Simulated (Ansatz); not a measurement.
# AlOF2 (SMILES [O][Al]([F])[F]): UMP2/STO-3G

Aim: the vertical electron affinity of AlOF2 at UMP2/STO-3G, from 2 runs. 

Program for the calculation: Ansatz 0.2.0.

61 further runs of the same task are left out: 15 that didn't finish, 46 set aside as unsound or not needed.

### 1 The system as given

AlOF2: 4 atoms, total charge 0, spin state doublet. SMILES: `[O][Al]([F])[F]`. The shape is that of a PBE0-D4/def2-TZVP optimisation.

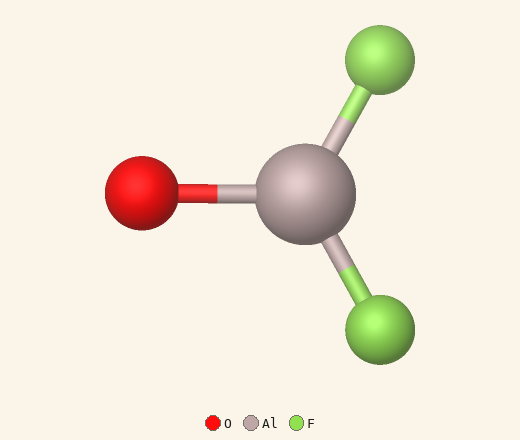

Viewed from a chosen angle; oxygen red, aluminium light grey, fluorine green.

### 2 The energy at UMP2/STO-3G

molecule.yaml

```yaml
crystal:
  periodic: [false, false, false]
  atoms:
    - {symbol: O, position_ang: [0.682900, -0.910900, 1.260000]}
    - {symbol: Al, position_ang: [-0.000600, 0.004300, -0.032400]}
    - {symbol: F, position_ang: [-1.477200, -0.401600, -0.592500]}
    - {symbol: F, position_ang: [0.850400, 1.247900, -0.655300]}
basis:
  gaussian: {orbitals: STO-3G}
total_charge: 0
magnetization: {spin_polarized: true, initial_magnetization: 1}
correlation: {method: mp2, frozen_orbitals: {Al: 5, F: 1, O: 1}}
accuracy: high
```

Started as:

```sh
$ ansatz run molecule.yaml --threads 1 --pin off --max-ram 2610MiB --events-out events.jsonl --progress --plain --runs-dir runs
```

What it wrote:

```text
Warning: RAYON_NUM_THREADS=1 ignored (pool sized by the plan → 1); use --threads N
Functional definition: HF
  name "HF"
  exchange = exact_x
  correlation = 0
447 factors; integrals over basis functions are off by at most 2.6e-8 eV
mean field evaluation 1: about -13848.2176 eV, gradient 1.9e1 eV
mean field evaluation 2: about -13848.2472 eV, gradient 1.9e1 eV
mean field evaluation 4: about -13851.1892 eV, gradient 7.6e-1 eV
mean field evaluation 8: about -13851.2014 eV, gradient 5.6e-4 eV
mean field evaluation 16: about -13851.1984 eV, gradient 1.1e-1 eV
mean field evaluation 32: about -13851.1819 eV, gradient 1.1e0 eV
mean field -13851.19911574 eV, -509.0221788234 hartree, gradient 3.6e-8 eV, S^2 0.755758; 5 other end points of the search recorded, 0 dependent functions left out
8 core orbitals not correlated: weight in the atoms' cores, before any rotation towards them, 1.000 or more for the frozen orbitals, at most 0.000 for the correlated occupied ones
reference -13851.19911574 eV, -509.0221788234 hartree; 12, 11 occupied and 4, 5 virtual orbitals, 447 factors
second order -1.85911659 eV of doubles, -0.00000000 eV of singles
Total energy: -13853.05823233 eV, -509.0905000980 hartree
```

Wall time 0.24 s (1 thread of Arm Neoverse V2, shared host).

### 3 The singlet anion, same level

in.yaml

```yaml
crystal:
  periodic: [false, false, false]
  atoms:
    - {symbol: O, position_ang: [0.682900, -0.910900, 1.260000]}
    - {symbol: Al, position_ang: [-0.000600, 0.004300, -0.032400]}
    - {symbol: F, position_ang: [-1.477200, -0.401600, -0.592500]}
    - {symbol: F, position_ang: [0.850400, 1.247900, -0.655300]}
basis:
  gaussian:
    orbitals: STO-3G
accuracy: high
total_charge: -1
correlation:
  method: mp2
  frozen_orbitals: {Al: 5, F: 1, O: 1}
```

Started as:

```sh
$ ansatz run in.yaml --threads 1 --pin off --max-ram 2610MiB --events-out events.jsonl --progress --plain --runs-dir runs
```

What it wrote:

```text
Warning: RAYON_NUM_THREADS=1 ignored (pool sized by the plan → 1); use --threads N
[... 4 set-up lines as earlier in the session ...]
447 factors; integrals over basis functions are off by at most 2.6e-8 eV
mean field evaluation 1: about -13838.2970 eV, gradient 3.4e1 eV
mean field evaluation 2: about -13838.3347 eV, gradient 3.4e1 eV
mean field evaluation 4: about -13843.9634 eV, gradient 2.8e0 eV
mean field evaluation 8: about -13844.0118 eV, gradient 7.7e-4 eV
mean field -13844.00788869 eV, -508.7579061039 hartree, gradient 2.2e-8 eV, S^2 0.000000; 0 other end points of the search recorded, 0 dependent functions left out
8 core orbitals not correlated: weight in the atoms' cores, before any rotation towards them, 1.000 or more for the frozen orbitals, at most 0.000 for the correlated occupied ones
reference -13844.00788869 eV, -508.7579061039 hartree; 12, 12 occupied and 4, 4 virtual orbitals, 447 factors
second order -2.72730636 eV of doubles, -0.00000000 eV of singles
Total energy: -13846.73519506 eV, -508.8581327642 hartree
```

Run time: 0.14 s. Hardware: 1 thread of Arm Neoverse V2, shared host.

### 4 Outcome

Level: UMP2/STO-3G, 8 core orbitals frozen.

| quantity | value |
| --- | --- |
| doublet AlOF2: total energy | -509.09050 Eh |
| doublet AlOF2: correlation energy (8 core orbitals frozen) | -68.3 mEh |
| doublet AlOF2: ⟨S²⟩ of the reference determinant | 0.756 |
| singlet anion: total energy | -508.85813 Eh |
| singlet anion: correlation energy (8 core orbitals frozen) | -100.2 mEh |
| vertical electron affinity (to the singlet anion) | -6.323 eV |

**Reading.** The anion lies 6.32 eV (146 kcal/mol) above the neutral: the electron isn't bound at this level, and such a value depends on the basis. Without diffuse functions anions come out too high. In a minimal basis such a difference can be off by several eV, whatever the method.
